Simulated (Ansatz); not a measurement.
# A computed series for InAgTe2: response to strain

The parent structure is InAgTe₂ in the chalcopyrite structure (space group I-42d, No. 122; a = 6.431 Å, c = 12.767 Å). Axes: x, y, z lie along a, b, c of the conventional cell.

Strains are applied to the cell and any free atomic positions relax; under biaxial strain the out-of-plane vector relaxes too.

Level of theory: PBEsol, PAW, 420 eV (Ansatz, a first-principles code; no spin-orbit coupling).

Notes on the quantities. pressure: mean of the normal stresses, compression positive.

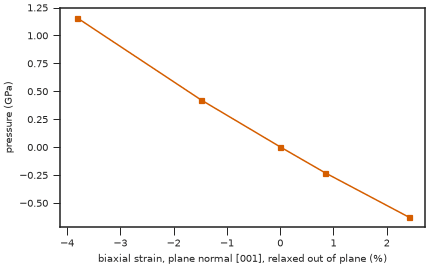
Figure. Pressure against biaxial strain, plane normal [001], relaxed out of plane

| biaxial strain, plane normal [001], relaxed out of plane (%) | pressure |
|---|---|
| -3.82 | 1.2 GPa |
| -1.49 | 4.2 kbar |
| 0.84 | -0.2 GPa |
| 2.41 | -0.6 GPa |

No phonon test of stability was made. All final runs are without spin polarisation.
